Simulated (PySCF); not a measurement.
Neopentasilane, H12Si5, SMILES [SiH3][Si]([SiH3])([SiH3])[SiH3], GFN2-xTB optimised geometry. Atoms within 1.6 Å of the plane z = 0.0 Å (x, y, z in Å): Si2 (-0.33, -0.81, 0.00), Si3 (2.01, -0.81, 0.00), Si4 (-1.11, 1.40, 0.00), H9 (2.57, -0.14, 1.18), H10 (2.57, -0.12, -1.17), H11 (2.57, -2.16, -0.01), H12 (-0.65, 2.16, -1.17), H13 (-2.57, 1.48, -0.01), H14 (-0.67, 2.15, 1.18).

Level of theory: B3LYP/def2-SVP (PySCF 2.14.0). Cells within 0.4 Å of a nucleus heavier than hydrogen are left out (blank, or x).

Map of the electron localisation function on the plane z = 0.0 Å:

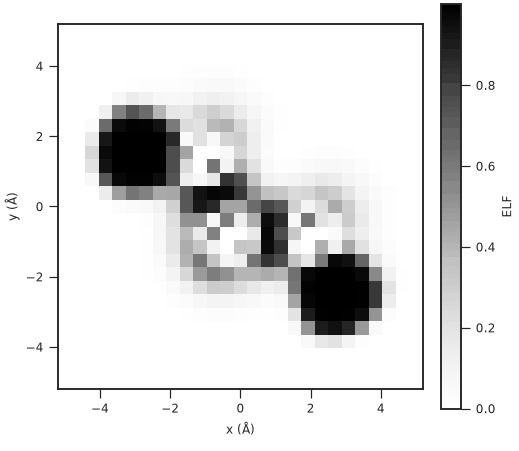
Electron localisation function on the plane z = 0.0 Å.
